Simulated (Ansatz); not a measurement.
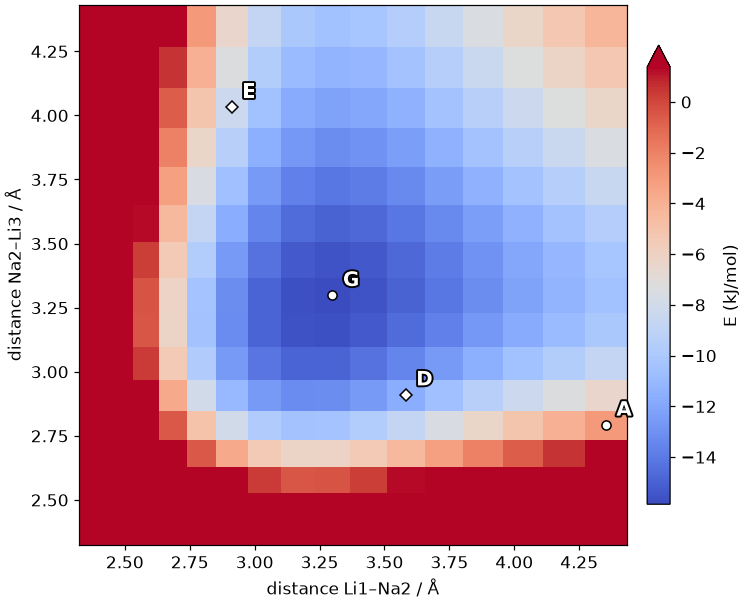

The system Li + NaLi, spin multiplicity 2. First axis: distance Li1–Na2. Second axis: distance Na2–Li3. Nothing is relaxed (the angle Li1–Na2–Li3 is fixed at 100 degrees). The grid has 17 × 17 points; 153 points were computed and 136 follow by symmetry. Energies are in kJ/mol, from Li far from the relaxed NaLi (each part in its own basis). In part of the range the unrestricted reference is strongly spin-contaminated. Theory: Ansatz, UHF/def2-TZVPD.

In the figure: one coloured cell a grid point, one colour for all values above the top of the scale, lettered points.

Is G the lowest point of the computed grid?

Answer. Yes. G, at distance Li1–Na2 = 3.299 Å, distance Na2–Li3 = 3.299 Å, has the lowest energy of the grid.

What kind of point is each of D, E, G: minimum, saddle, maximum or slope?

Answer. D: on a slope; E: on a slope; G: minimum. (In these two coordinates alone; a stationary point may lie a little off the grid point.)

Rank the lettered points by energy, lowest first.

Answer. G (−15.9 kJ/mol), D (−11.7 kJ/mol), E (−8.3 kJ/mol), A (−3.0 kJ/mol).
